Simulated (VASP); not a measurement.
# MnSe: structure and properties in VASP, part 11 of 11

Wanted: the relaxed cell of MnSe and its properties. The start is a cell from a database of measured crystal structures.

VASP 6.6.1, plane waves and PAW; the level of theory is named at each step.

Still holding for the runs below: The magnetic order is the lowest of the few collinear ones that converged above; longer or canted patterns were not tried. The cell is doubled for it, so bands and modes from the zone boundary of the chemical cell fold onto Γ and the labels are those of the larger cell. Spin-orbit coupling is off here; it would split degenerate levels.

So far. Step 17 (Volume scan with optB86b-vdW + U (run 7)): The pressure falls from -2.49 to -3.55 GPa. The parabola predicted -3.53 GPa, +0.03 GPa off. Step 19 (Fit for optB86b-vdW + U): The fitted volume lies +0.76 % from the relaxed one. At a finite cutoff and mesh the minimum of the energy and the zero of the stress don't quite coincide, and the relaxation stops at a threshold.

The database entry behind the starting cell differs from later determinations by our own check (about 0.4 % short), so it need not match the best structure at ambient conditions.

**20. Optical spectrum (optB86b-vdW + U)**

This step: optB86b-vdW, DFT+U (Mn d 5 eV), spin-polarised from an antiferromagnetic start; plane waves and PAW (Mn_pv, Se) (VASP 6.6.1).

LOPTICS sums transitions from filled to empty bands. The mesh is finer than in the run before. NBANDS is raised for it.

INCAR reads:

```
SYSTEM = MnSe
PREC = Accurate
ENCUT = 400
EDIFF = 1E-06
NELM = 100
ISMEAR = 0
SIGMA = 0.05
LREAL = .FALSE.
ALGO = Normal
GGA = MK
AGGAC = 0
LUSE_VDW = .TRUE.
PARAM1 = 0.1234
PARAM2 = 1
LASPH = .TRUE.
NBANDS = 51
ISPIN = 2
MAGMOM = 4.562 -4.562 0 0
LDAU = .TRUE.
LDAUTYPE = 2
LDAUL = 2 -1
LDAUU = 5 0
LDAUJ = 0 0
LDAUPRINT = 1
LMAXMIX = 4
LORBIT = 11
LWAVE = .FALSE.
LCHARG = .FALSE.
KPAR = 4
LOPTICS = .TRUE.
NEDOS = 1500
CSHIFT = 0.1
```

POSCAR reads:

```
MnSe
1.0
    0.0000000000      2.7462933315      2.7462933315
    2.7462933315      0.0000000000      2.7462933315
    5.4877001748      5.4877001748      0.0048864881
Mn Se
2 2
Direct
    0.0000000000      0.0000000000      0.0000000000
    0.0000000000      0.0000000000      0.5000000000
    0.5000000000      0.5000000000      0.2500000000
    0.5000000000      0.5000000000      0.7500000000
```

KPOINTS reads:

```
Automatic mesh
0
Gamma
8 8 8
0 0 0
```

Potentials, in the order of the species: Mn_pv and Se (PBE family, release 64).

On the command line:

```console
$ mpirun -np 4 vasp_std
```

Output:

```text
[... set-up lines as in an earlier step ...]
 entering main loop
       N       E                     dE             d eps       ncg     rms          rms(c)
DAV:   1     0.359086986483E+03    0.35909E+03   -0.15555E+04 13852   0.640E+02
DAV:   2     0.146404473981E+02   -0.34445E+03   -0.31981E+03 13668   0.224E+02
DAV:   3    -0.119249033350E+02   -0.26565E+02   -0.25921E+02 15246   0.705E+01
DAV:   4    -0.122946992069E+02   -0.36980E+00   -0.36922E+00 15059   0.838E+00
DAV:   5    -0.122980002345E+02   -0.33010E-02   -0.33007E-02 15170   0.793E-01    0.120E+01
DAV:   6    -0.131216426058E+02   -0.82364E+00   -0.32777E+00 14412   0.228E+01    0.137E+01
DAV:   7    -0.140593239672E+02   -0.93768E+00   -0.89649E-01 14358   0.457E+00    0.743E+00
DAV:   8    -0.140381411156E+02    0.21183E-01   -0.10810E-01 14897   0.165E+00    0.461E+00
DAV:   9    -0.140610788167E+02   -0.22938E-01   -0.27904E-02 14430   0.980E-01    0.591E-01
DAV:  10    -0.140638857385E+02   -0.28069E-02   -0.69284E-03 15118   0.408E-01    0.205E-01
DAV:  11    -0.140641879982E+02   -0.30226E-03   -0.54130E-04 14508   0.134E-01    0.920E-02
DAV:  12    -0.140643505096E+02   -0.16251E-03   -0.88562E-05 14862   0.573E-02    0.582E-02
DAV:  13    -0.140644058410E+02   -0.55331E-04   -0.33282E-05 14512   0.231E-02    0.276E-02
DAV:  14    -0.140644105134E+02   -0.46724E-05   -0.37597E-06 14913   0.108E-02    0.625E-03
DAV:  15    -0.140644111324E+02   -0.61905E-06   -0.13281E-06 11708   0.473E-03
   1 F= -.14064411E+02 E0= -.14064411E+02  d E =-.414818E-12  mag=     0.0000
 optical routines
 imaginary and real dielectric function
 recalculating local potential from charge density
 direction            1
 direction            2
 direction            3
```

It took 2.5 min on 4 MPI ranks of AMD EPYC 7R43, shared host; peak memory 2.9 GiB.

Parts of OUTCAR (step 20):

```text
   k-points           NKPTS =     65   k-points in BZ     NKDIM =     65   number of bands    NBANDS=     51

   NELECT =      38.0000    total number of electrons

atom =   1  type =  1  l = 2

 onsite density matrix

spin component  1

  0.9370 -0.0000 -0.0006 -0.0000 -0.0000
 -0.0000  0.9370 -0.0003  0.0000  0.0005
 -0.0006 -0.0003  0.9538 -0.0003  0.0000
 -0.0000  0.0000 -0.0003  0.9370 -0.0005
 -0.0000  0.0005  0.0000 -0.0005  0.9538

spin component  2

  0.0130 -0.0000  0.0006 -0.0000  0.0000
 -0.0000  0.0130  0.0003  0.0000 -0.0005
  0.0006  0.0003  0.0778  0.0003  0.0000
 -0.0000  0.0000  0.0003  0.0130  0.0005
  0.0000 -0.0005  0.0000  0.0005  0.0778

 occupancies and eigenvectors

  o =  0.0130  v =  0.0000  0.0000  0.0000  0.0000  0.0000 -0.8164 -0.4097  0.0110 -0.4068 -0.0000      0.0000  0.0000  0.0000  0.0000  0.0000  0.0000  0.0000  0.0000  0.0000  0.0000
  o =  0.0130  v =  0.0000  0.0000  0.0000  0.0000  0.0000  0.0017 -0.7062 -0.0000  0.7079 -0.0110      0.0000  0.0000  0.0000  0.0000  0.0000  0.0000  0.0000  0.0000  0.0000  0.0000
  o =  0.0130  v =  0.0000  0.0000  0.0000  0.0000  0.0000  0.5774 -0.5774  0.0000 -0.5774  0.0000      0.0000  0.0000  0.0000  0.0000  0.0000  0.0000  0.0000  0.0000  0.0000  0.0000
  o =  0.0778  v =  0.0000  0.0000  0.0000  0.0000  0.0000  0.0000  0.0078  0.0000 -0.0078 -0.9999      0.0000  0.0000  0.0000  0.0000  0.0000  0.0000  0.0000  0.0000  0.0000  0.0000
  o =  0.0778  v =  0.0000  0.0000  0.0000  0.0000  0.0000 -0.0090 -0.0045 -0.9999 -0.0045 -0.0000      0.0000  0.0000  0.0000  0.0000  0.0000  0.0000  0.0000  0.0000  0.0000  0.0000
  o =  0.9369  v =  0.8158  0.4079  0.0419  0.4079  0.0000  0.0000  0.0000  0.0000  0.0000  0.0000      0.0000  0.0000  0.0000  0.0000  0.0000  0.0000  0.0000  0.0000  0.0000  0.0000
  o =  0.9369  v =  0.0000  0.7065  0.0000 -0.7065 -0.0419  0.0000  0.0000  0.0000  0.0000  0.0000      0.0000  0.0000  0.0000  0.0000  0.0000  0.0000  0.0000  0.0000  0.0000  0.0000
  o =  0.9371  v =  0.5774 -0.5774 -0.0000 -0.5774  0.0000  0.0000  0.0000  0.0000  0.0000  0.0000      0.0000  0.0000  0.0000  0.0000  0.0000  0.0000  0.0000  0.0000  0.0000  0.0000
  o =  0.9539  v = -0.0000  0.0297 -0.0000 -0.0297  0.9991  0.0000  0.0000  0.0000  0.0000  0.0000      0.0000  0.0000  0.0000  0.0000  0.0000  0.0000  0.0000  0.0000  0.0000  0.0000
  o =  0.9539  v = -0.0343 -0.0171  0.9991 -0.0171  0.0000  0.0000  0.0000  0.0000  0.0000  0.0000      0.0000  0.0000  0.0000  0.0000  0.0000  0.0000  0.0000  0.0000  0.0000  0.0000

atom =   2  type =  1  l = 2

 onsite density matrix

spin component  1

spin component  2

  0.9370 -0.0000 -0.0006 -0.0000 -0.0000
 -0.0000  0.9370 -0.0003  0.0000  0.0005
 -0.0006 -0.0003  0.9538 -0.0003 -0.0000
 -0.0000  0.0000 -0.0003  0.9370 -0.0005
 -0.0000  0.0005 -0.0000 -0.0005  0.9538

 occupancies and eigenvectors

  o =  0.0130  v = -0.8164 -0.4096  0.0110 -0.4068 -0.0000  0.0000  0.0000  0.0000  0.0000  0.0000      0.0000  0.0000  0.0000  0.0000  0.0000  0.0000  0.0000  0.0000  0.0000  0.0000
  o =  0.0130  v =  0.0016 -0.7063 -0.0000  0.7079 -0.0110  0.0000  0.0000  0.0000  0.0000  0.0000      0.0000  0.0000  0.0000  0.0000  0.0000  0.0000  0.0000  0.0000  0.0000  0.0000
  o =  0.0130  v =  0.5774 -0.5774  0.0000 -0.5774  0.0000  0.0000  0.0000  0.0000  0.0000  0.0000      0.0000  0.0000  0.0000  0.0000  0.0000  0.0000  0.0000  0.0000  0.0000  0.0000
  o =  0.0778  v =  0.0000  0.0078  0.0000 -0.0078 -0.9999  0.0000  0.0000  0.0000  0.0000  0.0000      0.0000  0.0000  0.0000  0.0000  0.0000  0.0000  0.0000  0.0000  0.0000  0.0000
  o =  0.0778  v = -0.0090 -0.0045 -0.9999 -0.0045 -0.0000  0.0000  0.0000  0.0000  0.0000  0.0000      0.0000  0.0000  0.0000  0.0000  0.0000  0.0000  0.0000  0.0000  0.0000  0.0000
  o =  0.9369  v =  0.0000  0.0000  0.0000  0.0000  0.0000  0.8158  0.4079  0.0419  0.4079  0.0000      0.0000  0.0000  0.0000  0.0000  0.0000  0.0000  0.0000  0.0000  0.0000  0.0000
  o =  0.9369  v =  0.0000  0.0000  0.0000  0.0000  0.0000  0.0000  0.7065  0.0000 -0.7065 -0.0419      0.0000  0.0000  0.0000  0.0000  0.0000  0.0000  0.0000  0.0000  0.0000  0.0000
  o =  0.9371  v =  0.0000  0.0000  0.0000  0.0000  0.0000 -0.5774  0.5774  0.0000  0.5774 -0.0000      0.0000  0.0000  0.0000  0.0000  0.0000  0.0000  0.0000  0.0000  0.0000  0.0000
  o =  0.9539  v =  0.0000  0.0000  0.0000  0.0000  0.0000  0.0000  0.0297 -0.0000 -0.0297  0.9991      0.0000  0.0000  0.0000  0.0000  0.0000  0.0000  0.0000  0.0000  0.0000  0.0000
  o =  0.9539  v =  0.0000  0.0000  0.0000  0.0000  0.0000  0.0343  0.0171 -0.9991  0.0171 -0.0000      0.0000  0.0000  0.0000  0.0000  0.0000  0.0000  0.0000  0.0000  0.0000  0.0000

 E-fermi :   4.8443

 spin component 1
 k-point     1 :       0.0000    0.0000    0.0000
  band No.  band energies     occupation
    ...
     15       3.8173      1.00000
     16       3.8173      1.00000
     17       4.1588      1.00000
     18       4.1588      1.00000
     19       4.1726      1.00000
     20       6.7526      0.00000
     21       7.8496      0.00000
     22       7.8496      0.00000
     23       7.8738      0.00000
     24       8.1612      0.00000
    ...

 k-point     2 :       0.1250    0.0000   -0.0000
  band No.  band energies     occupation
    ...
     15       2.9898      1.00000
     16       3.1566      1.00000
     17       3.4720      1.00000
     18       4.2875      1.00000
     19       4.2937      1.00000
     20       7.5009      0.00000
     21       7.6670      0.00000
     22       8.0085      0.00000
     23       8.1933      0.00000
     24       8.3363      0.00000
    ...

  Total       -0.0067159     -0.0067159     -0.0067159     -0.0236473      0.0236473      0.0236473
  in kB       -0.1300459     -0.1300459     -0.1300459     -0.4579003      0.4579003      0.4579003
  external PRESSURE =      -0.1300459 kB  Pullay stress =       0.0000000 kB

 POSITION                                       TOTAL-FORCE (eV/Angst)
 -----------------------------------------------------------------------------------
      0.00000      0.00000      0.00000         0.000000     -0.000000     -0.000000
      2.74385      2.74385      0.00244         0.000000      0.000000      0.000000
      2.74507      2.74507      2.74751         0.000000     -0.000000     -0.000000
      5.48892      5.48892      2.74996        -0.000000     -0.000000      0.000000
 -----------------------------------------------------------------------------------
    total drift:                                0.000000      0.000000      0.000000

  FREE ENERGIE OF THE ION-ELECTRON SYSTEM (eV)
  ---------------------------------------------------
  free  energy   TOTEN  =       -14.0644111324 eV

  energy  without entropy=      -14.0644111324  energy(sigma->0) =      -14.06441113

Total vdW correction in eV:      6.8849923

Total vdW correction in eV:      6.8849923

 plasma frequency squared (from intraband transitions) (eV^2)
  --------------------------------------------------------------------------------------
       0.000       0.000      -0.000
       0.000       0.000      -0.000
      -0.000      -0.000       0.000

[... 8 parts as in an earlier step ...]

[... 9 further parts left out ...]
```

These are independent-particle spectra without excitons or local fields, and fine structure depends on the mesh and on CSHIFT.

Numbers from this step:

```yaml
scf_cycles: 15
bands: 51
irreducible_k_points: 65
free_energy_toten: -14.06 eV
fermi_energy: 4.844 eV
pressure: -0.01300 GPa
gap_on_the_k_mesh: 1.528 eV
least_direct_gap_on_the_k_mesh: 2.143 eV
```

The imaginary dielectric function, xx has structure finer than the step of the table below, so its rows give means over 2 eV, whole bins alone (the curve runs from 0 to 25.0 eV). Peaks (eV: height): 4.3: 20.7.

Imaginary dielectric function, xx against photon energy; means over each step:

```csv
photon energy (eV),"imaginary dielectric function, xx"
2,0.907
4,12.6
6,8.83
8,3.80
10,3.00
12,1.40
14,0.793
16,0.504
18,0.437
20,0.355
22,0.269
```

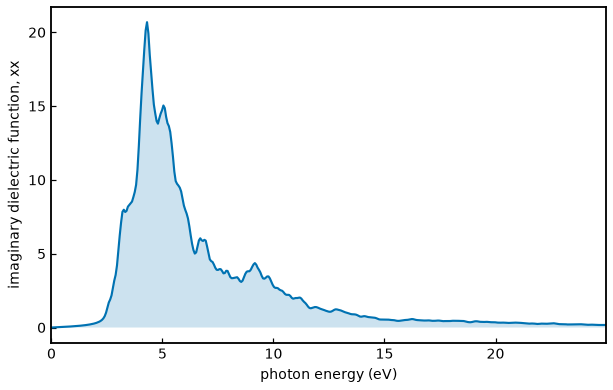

Imaginary dielectric function, xx, plotted against photon energy.

The real dielectric function, xx by photon energy:

```
photon energy (eV)  real dielectric function, xx
                 0                          8.77
                 1                          9.17
                 2                          10.8
                 3                          15.7
                 4                          15.6
                 5                          1.50
                 6                         -3.46
                 7                         -2.75
                 8                         -1.57
                 9                        -0.557
                10                         -1.92
                11                         -1.43
                12                         -1.18
                13                        -0.872
                14                        -0.618
                15                        -0.367
                16                       -0.0787
                17                       -0.0115
                18                         0.113
                19                         0.195
                20                         0.192
                21                         0.258
                22                         0.341
                23                         0.352
                24                         0.387
```

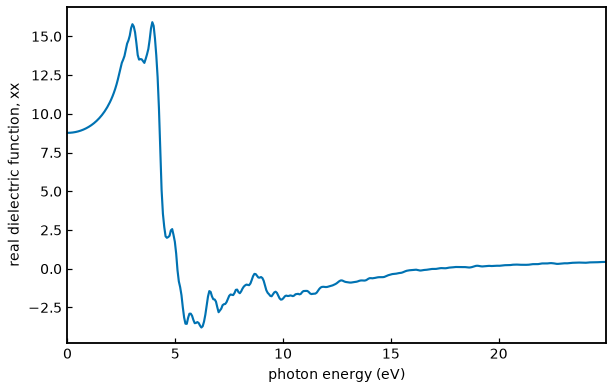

Real dielectric function, xx, plotted against photon energy.

**21. What came out**

* relaxed volume: 20.69 Å³/atom
* relaxed conventional cell a, b, c: 5.490, 5.490, 5.490 Å
* space group after relaxing, within 0.02 Å (lengths above averaged to it): Fm-3m (No. 225)
* moment of the cell (9×9×9 mesh): 0 μB
* largest site moment (9×9×9 mesh): 4.56 μB on Mn1
* band gap: 1.53 eV, indirect (least direct gap of that run 2.14 eV)
* gap among the points of the DOS mesh alone, an upper bound: 1.67 eV
* bulk modulus from the fit: 67.4 GPa
* volume from the fit: 20.8 Å³/atom
* strongest peak of ε2, mean over directions: 4.30 eV
* ε1 at zero frequency, no local fields, mean: 8.77

**Reading.** With optB86b-vdW + U, MnSe relaxes to 20.69 Å³/atom in space group Fm-3m, has an indirect gap of 1.53 eV, keeps moments of up to 4.56 μB (9×9×9 mesh) and has a bulk modulus of 67.4 GPa. Against the listed cell the volume lies +2.8 %. Bands along the symmetry lines (optB86b-vdW + U): On this path the gap is indirect, 1.53 eV, with the valence top at Z and the conduction bottom at F. The least direct gap is 2.14 eV. Semilocal functionals usually underestimate gaps. Spin-orbit coupling is left out; it would split some degenerate bands. Only a few collinear orders were tried, on the cell as listed. No search among competing phases was made, and a listed structure need not be the one stable at ambient conditions. All values are for a static lattice at zero temperature.

[Lines on the potential files, build, host, timing and source positions are cut from VASP's logs without a mark.]

[Logs are printed without paths, hosts, clocks, repeated set-up lines and the standing remarks that a program may print on its own settings, such as how far it seeks lower states.]

[Hosts, paths, dates, database ids (printed as entryN), source tags and the programs' standing remarks are cut or masked in the printed files.]

[A measured line is paired with the nearest computed mode of its activity, which favours agreement.]
